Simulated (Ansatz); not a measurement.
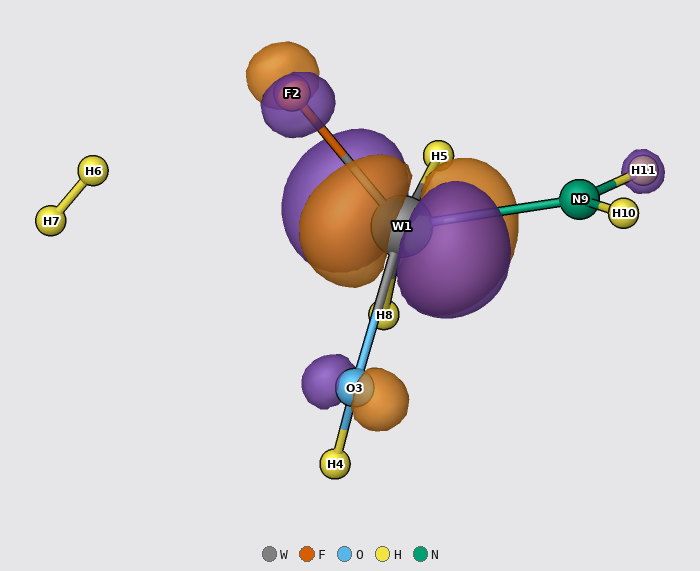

Figure. FH5NOW···H2 (doublet). One frontier orbital at ±0.2 Å⁻³ᐟ² (orange and purple are the two phases), seen at a tilt.

Core potentials replace the inner electrons of W.

Computed with UKS PBE-D4/def2-SVP in Ansatz.

```xyz
11

W     0.2044   -0.1337    1.4442
F    -1.5944   -0.7173    1.2702
O     1.5123   -1.3637    0.7711
H     2.1688   -1.2189    0.0680
H    -0.2565    1.4988    1.2964
H    -1.7272   -0.8648   -1.2507
H    -1.4308   -0.9030   -1.9601
H     1.0134    0.7760    0.2641
N     0.7549    0.5378    3.1655
H     1.0606   -0.0832    3.9289
H     0.7917    1.5201    3.4628
```

**Which orbital is it: HOMO (α) or LUMO (α)?**

The HOMO (α), at −4.20 eV. By Hirshfeld shares it lies mainly on W1 (about 70 %) and F2 (about 5 %).
